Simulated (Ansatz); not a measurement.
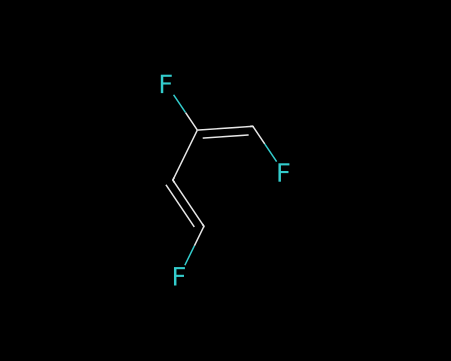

The computed structure is the end point of a PBE0-D4/def2-TZVP optimisation. Program: Ansatz 0.2.0.

Compare dipole (D), HOMO–LUMO gap (eV), HOMO energy (eV) at these levels: B3LYP-D4/def2-TZVPP; PBE-D4/def2-TZVPP; r2SCAN-D4/def2-TZVPP; ωB97M-V/def2-TZVPP.

| level | dipole (D) | HOMO–LUMO gap (eV) | HOMO energy (eV) |
| --- | --- | --- | --- |
| B3LYP-D4/def2-TZVPP | 0.86 | 5.35 | −6.66 |
| PBE-D4/def2-TZVPP | 0.74 | 3.74 | −5.68 |
| r2SCAN-D4/def2-TZVPP | 0.77 | 4.07 | −5.88 |
| ωB97M-V/def2-TZVPP | 0.85 | 9.97 | −8.95 |
